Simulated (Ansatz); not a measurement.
# InF (model cell, started as layered BN type): phonons and vibrational spectra, part 2 of 2

How does InF (model cell, started as layered BN type) vibrate, and is this structure a minimum?

Ansatz 0.2.0; DFT PBEsol, scalar-relativistic, plane waves, PAW.

So far: The starting structure; Bringing the structure to rest. The relaxed cell has a = 4.456, c = 5.560 Å (conventional setting).

The structure was built from a prototype and need not be the compound's stable phase.

**3. Relaxing to small forces for the phonons**

Phonons need a cell at rest on their own settings, so the relaxation is repeated with tight tolerances on forces and stress, using the mesh and the filling of the phonon run that follows.

Contents of input.yaml:

```yaml
crystal:
  lattice:
    - [4.4563920524, 3.0696e-06, 0.0]
    - [-2.2281986846, 3.8593471918, 0.0]
    - [0.0, 0.0, 5.5595883955]
  atoms:
    - { symbol: In, position: [0.3333333333, 0.6666666667, 0.25] }
    - { symbol: In, position: [0.6666666667, 0.3333333333, 0.75] }
    - { symbol: F, position: [0.6666666667, 0.3333333333, 0.25] }
    - { symbol: F, position: [0.3333333333, 0.6666666667, 0.75] }
kpoints:
  mp_grid: { grid: [10, 10, 4] }
hamiltonian:
  xc: pbesol
scf:
  occupations: { method: fixed }
output:
  forces: true
  stress: true
  eigenvalues: true
relax:
  adjacent_minimum: "off"
  f_tol: 0.001
  max_steps: 60
  cell: { stress_tol: 0.01 }
```

Started as:

```console
$ ansatz run input.yaml --threads 4 --pin off --max-ram 7168MiB --backend cpu --events-out ev --progress --plain --runs-dir out
```

Numbers of over 12 decimals in the logs are rounded to 6 here.

What it wrote:

```text
[...]
Crystal: 4 atoms, lattice volume = 95.618 Å³
Basis set: ecut = 420 eV, 1873 PW (Γ), exchange–correlation on 60×60×80 points (8 copies of the dense FFT grid, shifted against one another)
Bands: 24, of which v1, the nominal top of the filled ones, is band 20 counted from 1 (19 counted from 0)
Symmetry: 24 space group operations
[...]
k-points: 42 of 400
[...]
--- Relaxed structure (4 steps of the walk, 4 accepted, 1 SCFs on fresh bases) ---
[...]
cell:  # Å, volume = 95.6620 Å³
    - [4.458577, 3.0711328165498592e-6, 0.0]
    - [-2.229291, 3.861239, 0.0]
    - [0.0, 0.0, 5.556693]
  atoms:
    - { symbol: In, position: [0.333333, 0.666667, 0.250000] }
    - { symbol: In, position: [0.666667, 0.333333, 0.750000] }
    - { symbol: F, position: [0.666667, 0.333333, 0.250000] }
    - { symbol: F, position: [0.333333, 0.666667, 0.750000] }
[key lines of the parts left out:]
SCF converged after 5 iterations
Free energy (F): -12651.748432 eV
Fermi energy:    4.475812 eV
P = ⅓ Tr σ = 0.0017 GPa (0.017 kbar)
```

Wall time 15 s (4 threads of Intel Xeon 6975P-C (Granite Rapids), shared host); peak memory 0.48 GiB; 31 s of CPU time.

Little changed from the start: no atom moved by 0.005 Å and no cell edge by 0.1 %.

Numbers from this step:

```
pressure           : 0.001670 GPa
gap on the k-mesh  : 1.815 eV
volume per atom    : 23.92 Å³
direct gap on mesh : 1.950 eV
```

The forces vanish by symmetry and the pressure is 0.002 GPa, within the tolerances set. The cell now holds 23.92 Å³/atom.

**4. Response at finite wavevector**

The mesh has a single point along some directions, so zone-edge points there are not solved. Linear response on a 2×2×1 q mesh gives force constants as far as a supercell of that size would.

Contents of input.yaml:

```yaml
crystal:
  lattice:
    - [4.4585767631, 3.0711e-06, 0.0]
    - [-2.2292910412, 3.861239206, 0.0]
    - [0.0, 0.0, 5.5566930877]
  atoms:
    - { symbol: In, position: [0.3333333333, 0.6666666667, 0.25] }
    - { symbol: In, position: [0.6666666667, 0.3333333333, 0.75] }
    - { symbol: F, position: [0.6666666667, 0.3333333333, 0.25] }
    - { symbol: F, position: [0.3333333333, 0.6666666667, 0.75] }
kpoints:
  mp_grid: { grid: [10, 10, 4] }
hamiltonian:
  xc: pbesol
scf:
  occupations: { method: fixed }
output:
  eigenvalues: true
phonons:
  method: dfpt
  dielectric: true
  rigid_motions: translations
  raman: true
  qmesh: [2, 2, 1]
  temperatures: { t_max: 1000, t_step: 50 }
  qpath:
    path:
      - [[0.0, 0.0, 0.0], [0.5, 0.0, 0.0], [0.33333333, 0.33333333, 0.0], [0.0, 0.0, 0.0], [0.0, 0.0, 0.5], [0.5, 0.0, 0.5], [0.33333333, 0.33333333, 0.5], [0.0, 0.0, 0.5]]
      - [[0.5, 0.0, 0.5], [0.5, 0.0, 0.0]]
      - [[0.33333333, 0.33333333, 0.5], [0.33333333, 0.33333333, 0.0]]
    npoints: 10
```

What it wrote:

```text
Warning: phonons: the dynamical matrix that this run interpolates holds no multipole term above the dipole-dipole one, and a site of this crystal is no centre of inversion, so its interpolated transverse optical and acoustic branches and sound speeds can stay off near Gamma, and the density of states and the thermodynamics with them. What a run solves at a wave vector of phonons.qpoints, Gamma apart, where the deck admits one, is free of this, and under fd what a larger phonons.supercell samples
[...]
Crystal: 4 atoms, lattice volume = 95.662 Å³
Basis set: ecut = 420 eV, 1873 PW (Γ), exchange–correlation on 60×60×80 points (8 copies of the dense FFT grid, shifted against one another)
Bands: 24, of which v1, the nominal top of the filled ones, is band 20 counted from 1 (19 counted from 0)
Symmetry: 24 space group operations
k-points: 117 of 400 (irreducible under 2 space group operations, time reversal used)
[...]
SCF iter   1: F=—  HF=-12651.768256 eV  |F-HF|=—  |Δ(HF+E_count)|=         —  Δρ=1.16e-2  dr2=8.92e-2  ethr=1.77e-3  ⟨swp⟩=4.2  Hψ=9637  notcnv=0  defer=219
[...]
SCF iter   9: F=-12651.748432 eV  HF=-12651.748432 eV  |F-HF|=1.82e-12  |Δ(HF+E_count)|=  1.42e-10  Δρ=6.24e-8  dr2=2.66e-12  ethr=1.00e-12  ⟨swp⟩=7.3  Hψ=15984  notcnv=0
SCF 1 converged in 9 iterations: F = -12651.748432 eV  dr2 = 2.66e-12
[...]
NSCF: frozen V_eff on 2 k-points
DFPT response loops at Γ: preconditioner auto → Resta (q_TF=auto, 2.359 Å⁻¹)  ε∞=5.7 (no band partly filled); β = 1.00, the filter's whole step (`scf.mixing.beta` (0.50) is not read by the response loops at its default; to damp them type it under 1.00, their step now; it binds the ground state too); Broyden in place of MSR1
── the response to a field inside a basis, on 12×12×8 k-points: an SCF that follows is theirs, and a resumed run solves both again ──
Bands: 21, of which v1, the nominal top of the filled ones, is band 20 counted from 1 (19 counted from 0)
k-points: 168
[...]
Eigensolver: Dense (168 Hₖ)
SCF iter   1: F=—  HF=-12651.735229 eV  |F-HF|=—  |Δ(HF+E_count)|=         —  Δρ=4.49e-4  dr2=4.62e-5  ethr=1.00e-1
[...]
SCF iter   6: F=-12651.735217 eV  HF=-12651.735217 eV  |F-HF|=3.46e-11  |Δ(HF+E_count)|=  3.35e-10  Δρ=2.37e-7  dr2=4.82e-11  ethr=9.12e-12
SCF 1 converged in 6 iterations: F = -12651.735217 eV  dr2 = 4.82e-11
[...]
WARN: field response: ε∞ stands inside a basis, on 12×12×8 points; the force constants stand on the 10×10×4 k-mesh, whose period is 12.25 times the interband length at k = (0.3000, 0.3000, -0.5000), direct gap 2.225 eV, under 14: take them and everything formed from them as unconverged, and compare with a denser kpoints.mp_grid
[...]
DFPT response loops at q = (0, -0.5, 0) (fractional): preconditioner auto → Resta (q_TF=auto, 2.359 Å⁻¹)  ε∞=5.7 (no band partly filled); β = 1.00, the filter's whole step (`scf.mixing.beta` (0.50) is not read by the response loops at its default; to damp them type it under 1.00, their step now; it binds the ground state too); Broyden in place of MSR1
SCF converged after 9 iterations
Free energy (F): -12651.748432 eV
[...]
Internal energy: -12651.748432 eV  (E = F + TS)
E sigma→0 (E₀):  -12651.748432 eV
Fermi energy:    4.475812 eV
[...]
--- Band table (eV; the first three rows and the last of 117) ---
  k-point 0: bands = [... 16 lower, 0.7560, 0.7560, 0.8299, 3.1902, 7.5858, 9.9567, 9.9567, 10.1029]
  k-point 1: bands = [... 16 lower, 0.7216, 0.7216, 1.6305, 3.2087, 7.8806, 9.9174, 9.9174, 10.0157]
  k-point 2: bands = [... 16 lower, 0.6255, 0.6255, 2.6853, 2.6853, 9.2902, 9.2902, 9.9044, 9.9044]
  k-point 116: bands = [... 16 lower, 0.5475, 0.7880, 3.4417, 4.3458, 6.8611, 7.3742, 8.4984, 9.5328]
--- Phonons (Γ-DFPT): 4 representative perturbations + reference, on 117 of 400 k-points (Σ response iterations 13) ---
  k mesh reduced under 2 symmetry operations, with k and −k counted as one. Each operation leaves every solved perturbation unchanged. A smaller set is not considered because the run solves the response to a homogeneous field
  ASR residual: 4.625e-5 → 0.000e0 eV/Å²; symmetrization residual: 1.176e-4 eV/Å²
  ASR residual per site (eV/Å²): 4.63e-5 4.63e-5 3.96e-5 3.96e-5
  Γ frequencies (cm⁻¹): -175.78 -77.54 -56.26 -56.26 0.00 0.00 0.00 73.45 73.45 73.60 101.55 101.55
  ε∞ (high-frequency dielectric tensor):
        5.251015    -0.000000     0.000000
       -0.000000     5.251015    -0.000000
        0.000000    -0.000000     6.215668
  softest optical mode at Γ: -175.78 cm⁻¹; the repairs (sum rule, projections) moved no ω² at Γ by more than (4.56 cm⁻¹)²
  Born effective charges Z* (e; rows j = field, columns β = displacement):
    site 0:
         1.58250   -0.00000    0.00000
        -0.00000    1.58250    0.00000
         0.00000   -0.00000    1.87863
    site 1:
         1.58250   -0.00000    0.00000
        -0.00000    1.58250   -0.00000
         0.00000   -0.00000    1.87863
    site 2:
        -1.58250    0.00000   -0.00000
         0.00000   -1.58250    0.00000
        -0.00000    0.00000   -1.87863
    site 3:
        -1.58250    0.00000   -0.00000
         0.00000   -1.58250    0.00000
        -0.00000    0.00000   -1.87863
  Z* charge neutrality: 8.935e-3 e pre-enforcement
  solved inside a basis spanned on kpoints, on 12×12×8 k-points transformed towards the longest dipole: ε∞ is read to err by 2.4e-2, Z* by 1.7e-2 e (field_mesh: kpoints solves on kpoints); Z* is corrected for what the basis lacks
  Raman tensors (in the event stream and the table raman_tensors.tsv): an entry may err by 4.0e-1 Å², one of the second-order susceptibility by 2.4e-19 pm/V (basis, points and sum rule); their sum over the sites missed zero by 3.775e-15 Å² ahead of its enforcement
  optical modes at Γ without the LO–TO term, one row a degenerate level:
      ω (cm⁻¹)  modes    IR ((D/Å)²/amu)  static Raman (Å⁴/amu)  depolarisation
       -175.78      1             0.0000                 0.0000               —
        -77.54      1             9.9898                 0.0000               —
        -56.26      2             0.0000                42.4532           0.750
         73.45      2             0.0000                40.4543           0.750
         73.60      1             0.0000                 0.0000               —
        101.55      2            14.1773                 0.0000               —
  optical modes at Γ + LO–TO along q̂ = [1.0000, 0.0000, 0.0000]:
      ω (cm⁻¹)  modes    IR ((D/Å)²/amu)  static Raman (Å⁴/amu)  depolarisation
       -175.78      1             0.0000                 0.0000               —
        -77.54      1             9.9898                 0.0000               —
        -56.26      2             0.0000                42.4532           0.750
         73.45      2             0.0000                40.4543           0.750
         73.60      1             0.0000                 0.0000               —
        101.55      1             7.0887                 0.0000               —
        201.02      1             7.0887                 0.0000               —
  optical modes at Γ + LO–TO along q̂ = [0.0000, 1.0000, 0.0000]:
      ω (cm⁻¹)  modes    IR ((D/Å)²/amu)  static Raman (Å⁴/amu)  depolarisation
       -175.78      1             0.0000                 0.0000               —
        -77.54      1             9.9898                 0.0000               —
        -56.26      2             0.0000                42.4532           0.750
         73.45      2             0.0000                40.4543           0.750
         73.60      1             0.0000                 0.0000               —
        101.55      1             7.0887                 0.0000               —
        201.02      1             7.0887                 0.0000               —
  optical modes at Γ + LO–TO along q̂ = [0.0000, 0.0000, 1.0000]:
      ω (cm⁻¹)  modes    IR ((D/Å)²/amu)  static Raman (Å⁴/amu)  depolarisation
       -175.78      1             0.0000                 0.0000               —
        -56.26      2             0.0000                42.4532           0.750
         73.45      2             0.0000                40.4543           0.750
         73.60      1             0.0000                 0.0000               —
        101.55      2            14.1773                 0.0000               —
        172.69      1             9.9898                 0.0000               —
--- Phonons (arbitrary-q DFPT): 2 irreducible q on the 2×2×1 mesh ---
  q = [0.0000, 0.0000, 0.0000] (star 1, of the zone-centre solve; hermiticity 1.78e-4, symmetrization 8.90e-5): -175.78 -77.54 -56.26 -56.26 -0.00 -0.00 0.00 73.45 73.45 73.60 101.55 101.55
  q = [0.0000, -0.5000, 0.0000] (star 3, 6 solved perturbations in 810 linear systems a pass and spin channel, the states on 156 of 400 k-point pairs; hermiticity 7.35e-6, symmetrization 1.65e-6): -149.50 -133.87 -113.19 -72.55 33.88 44.42 53.58 67.16 81.80 90.95 120.77 174.04
  sum rule: each row above includes the acoustic sum rule's correction from the zone centre's row sums; it moved no ω² by more than (0.75 cm⁻¹)²
  mesh force constants: q→R imaginary residual 6.34e-18; ASR residual 4.625e-5 → 0.000e0 eV/Å²; symmetrization residual 1.332e-15 eV/Å²
  interpolated dispersion: 94 rows × 12 modes
  density of states and harmonic sums: on the 16×16×11 q-mesh, interpolated from the force constants of a 2×2×1 supercell (with the dipole–dipole term)
  largest difference from the sums on the solved wave vectors: F 1.97e-1 eV, S 2.63e-4 and C_V 6.57e-5 eV/K
  zero-point energy: 0.039135 eV/cell   skipped modes (ω ≤ 0): 728, of them read as no rigid motion or as one in doubt: 725 (3.987e0 modes/cell left out, lowest -175.78 cm⁻¹)   left out of the sums: 3.32e-1 of the cell's modes: C_V's classical limit lies that fraction below 3 k_B per atom; for a crystal, a wire or a layer, F and S can be off by more, and a phonons.interpolated_qmesh denser along its periods is the remedy for the sampling
```

The job ended after 12 min (4 threads; peak memory 2.8 GiB).

This step gave:

```yaml
sum_rule_residual_before_enforcement: 4.63e-5 eV/Å²
miss_of_the_charge_sum_rule: 0.008935 e
estimated_error_of_the_dielectric_tensor: 0.02436
estimated_error_of_the_born_charges: 0.01674 e
point_group: 6/mmm
highest_optical_mode_at_the_zone_centre_no_lo_to_term: 101.5 cm⁻¹
lowest_optical_zone_centre_mode: -175.8 cm⁻¹
mean_high_frequency_dielectric_constant: 5.573
largest_born_charge_third_of_the_trace: 1.681 e
top_of_the_zone_centre_spectrum_with_the_field: 201.0 cm⁻¹
lowest_mode_on_the_q_mesh_acoustic_modes_at_gamma_apart: -175.8 cm⁻¹
highest_frequency_at_a_solved_wavevector_no_lo_to_term_at_gamma: 174.0 cm⁻¹
```

Optical modes at the zone centre, without and with the macroscopic field of the longitudinal modes; each column is sorted by frequency, so a row need not hold one and the same mode. Modes with and without the field, by row:

```
rank among optical modes  no field (cm⁻¹)  q along (1, 0, 0) (cm⁻¹)  q along (0, 0, 1) (cm⁻¹)
                       1           -175.8                    -175.8                    -175.8
                       2            -77.5                     -77.5                     -56.3
                       3            -56.3                     -56.3                     -56.3
                       4            -56.3                     -56.3                      73.5
                       5             73.5                      73.5                      73.5
                       6             73.5                      73.5                      73.6
                       7             73.6                      73.6                     101.5
                       8            101.5                     101.5                     101.5
                       9            101.5                       201                     172.7
```

Born charge (rows field, columns displacement) (e), principal values of the symmetric part by kind of site:

```
atom  atoms with these values    low  middle   high   mean
 In1                        2   1.58    1.58   1.88   1.68
  F3                        2  -1.88   -1.58  -1.58  -1.68
```

In full for F3:

```
-1.58  0.00  0.00
 0.00 -1.58  0.00
 0.00  0.00 -1.88
```

High-frequency dielectric tensor:

```
5.25 0.00 0.00
0.00 5.25 0.00
0.00 0.00 6.22
```

Transverse modes; imaginary modes are left out. Lines of the infrared spectrum (strongest = 100):

```
position (cm⁻¹)  relative intensity
             73                 0.0
             74                 0.0
            102                 100
```

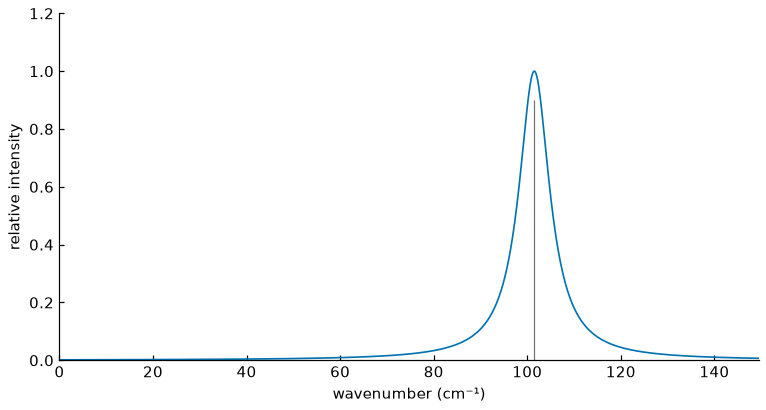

The infrared spectrum, broadened with Lorentzians of width 8 cm⁻¹; bars mark the lines.

Activity x (w_L - w)^4 (n + 1)/w, 532 nm, 300 K; imaginary modes are left out; the tensors are static ones, while 532 nm light lies above the computed direct gap, where resonance would change the heights; modes without the macroscopic field alone. Raman lines, with heights relative to the strongest:

```
position (cm⁻¹)  relative intensity
             73                 100
             74                 0.0
            102                 0.0
```

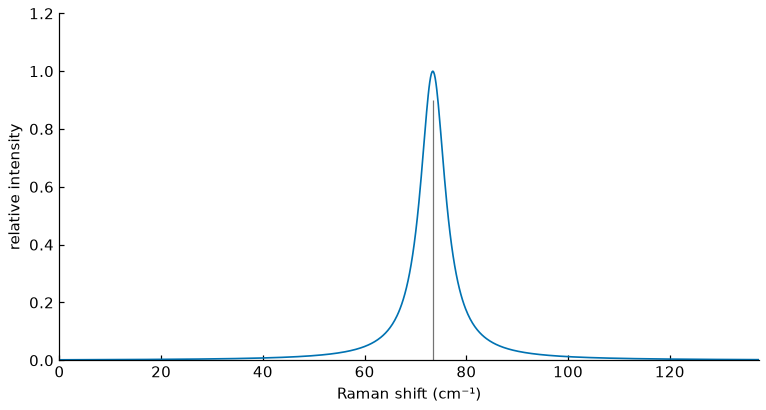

The Raman spectrum, broadened with Lorentzians of width 6 cm⁻¹; bars mark the lines.

Frequencies (cm⁻¹) solved at each irreducible wavevector; negative means imaginary. Frequencies by wavevector, by row:

```
q in reciprocal lattice units  star  mode 1  mode 2  mode 3  mode 4  mode 10  mode 11  mode 12
                        0 0 0     1  -175.8   -77.5   -56.3   -56.3     73.6    101.5    101.5
                     0 -0.5 0     3  -149.5  -133.9  -113.2   -72.5       91    120.8      174
```

Symmetry leaves 2 wavevectors to solve. The lowest mode among them, the acoustic zeros apart, lies at Γ and is imaginary, 175.8i cm⁻¹, so the energy falls along it.

The log warns of the k mesh: “the force constants stand on the 10×10×4 k-mesh, whose period is 12.25 times the interband length at k = (0.3000, 0.3000, -0.5000), direct gap 2.225 eV, under 14: take them and everything formed from them as unconverged”.

**5. Summary of results**

| Quantity | Value |
| --- | --- |
| space group after relaxation (within 0.01 Å) | P6_3/mmc |
| volume per atom | 23.9 Å³ |
| gap on the k-mesh | 1.82 eV |
| highest optical mode at the zone centre (no LO-TO term) | 102 cm⁻¹ |
| top of the zone-centre spectrum with the field | 201 cm⁻¹ |
| lowest optical zone-centre mode | -176 cm⁻¹ |
| mean high-frequency dielectric constant | 5.57 |
| largest Born charge (third of the trace) | 1.68 e |
| lowest mode on the q mesh (acoustic modes at Γ apart) | -176 cm⁻¹ |
| imaginary modes on the 2×2×1 q mesh | yes |

What this shows: Modes are clearly imaginary (beyond 10i cm⁻¹) at 2 of the 2 irreducible wavevectors, most at Γ (175.8i cm⁻¹), so this structure is not a minimum of the energy. Without the field, the optical modes at Γ span -176 to 102 cm⁻¹ (negative means imaginary). With the macroscopic field of the longitudinal modes the top of the zone-centre spectrum lies at 201 cm⁻¹, against 102 cm⁻¹ without it. Among the real modes, the strongest infrared line is at 102 cm⁻¹. Averaged over orientations, the strongest Raman line at 532 nm and 300 K is at 73 cm⁻¹. The tensors are the static, non-resonant ones, while 532 nm light (2.33 eV) lies above the computed gap. With the field response the log warns that the k mesh is coarse for the force constants too, so the frequencies may not be converged. The q mesh is too sparse to interpolate, so only the solved wavevectors are given. The program warns that the interpolation holds no quadrupole term, so branches close to Γ can be off in this crystal. The starting cell was built on a prototype and not taken from a measurement, so the phase need not exist. These are harmonic frequencies at zero temperature: anharmonic shifts, linewidths and thermal expansion are left out.

[Logs are printed without paths, hosts, clocks, repeated set-up lines and the standing remarks that a program may print on its own settings, such as how far it seeks lower states.]

[Hosts, paths, dates, database ids (printed as entryN), source tags and the programs' standing remarks are cut or masked in the printed files.]
